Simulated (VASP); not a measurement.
Band structure of CdI₂ (1T layered). All values below come from PBE GGA, VASP's PBE PAW potentials (set 64) (plane waves; VASP).

Without a dispersion term in the relaxation, distances and binding between the weakly bound layers, chains or molecules are unreliable, and so is what depends on them. Unless said otherwise, spin-orbit coupling is left out, though it shifts the bands of the heavy elements here.

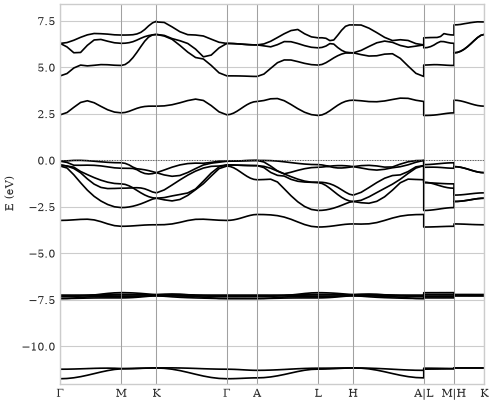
Figure: Bands along high-symmetry lines, zero at the valence-band maximum or, without a gap, the Fermi level

Question: Read the plot: is there a gap, and where are the band edges?

Answer: The gap is indirect, 2.41 eV, from the valence maximum at Γ-M at 0.33 to the conduction minimum at L. (Edges off the drawn lines would not show.)

The compound is CdI2 in the 1T layered structure. It was relaxed first, which changed the volume by +15 %.
